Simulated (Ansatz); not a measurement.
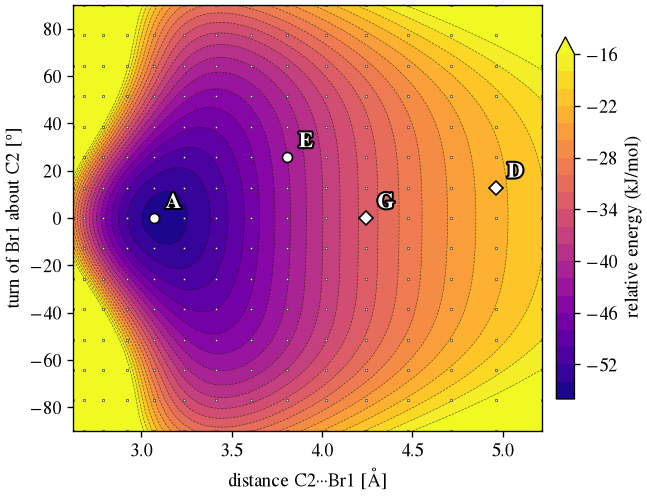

The pair Br···CH₃Cl, charge −1. The turn is about an axis along (0.18, −0.98, 0.01) in the frame of the relaxed pair, normal to the line between the partners. First axis: distance C2···Br1. Second axis: turn of Br1 about C2. The grid has 15 × 15 points. Points are written as (first, second). All energies are given in kJ/mol relative to the ion and the molecule far apart, frozen as in the relaxed pair, each in its own basis (no counterpoise correction). Theory: Ansatz 0.2.0, RKS SPW92 (LDA)/def2-TZVPD.

The picture shows filled contours, dots at the grid points, one colour for all values above the top of the scale, lettered points. Between grid points the surface is interpolated.

Q: Is A the lowest point of the computed grid?

A: Yes. A, at (3.070 Å, 0.0°), has the lowest energy of the grid.

Q: Rank the lettered points by energy, lowest first.

A: A (−55 kJ/mol), E (−42 kJ/mol), G (−33 kJ/mol), D (−23 kJ/mol).
